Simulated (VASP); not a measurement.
Band structure of ZrO$_{2}$ (space group Fm-3m). Level of theory: PBEsol GGA, VASP's PBE PAW potentials (set 64) (plane waves; VASP).

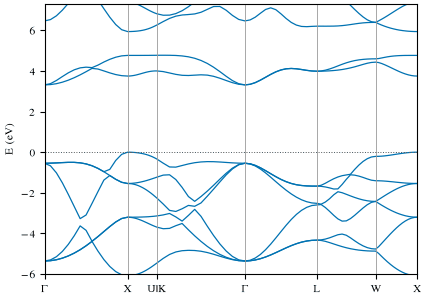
*Bands along high-symmetry lines, zero at the valence-band maximum or, without a gap, the Fermi level*

**Question.** Read the plot: is there a gap, and where are the band edges?

**Answer.** The gap is indirect, 3.31 eV, from the valence maximum at X to the conduction minimum at Γ. (Edges off the drawn lines would not show.)

The structure comes from a measured ZrO2 entry (Fm-3m) of the Crystallography Open Database, whose conditions weren't checked. It was relaxed first.
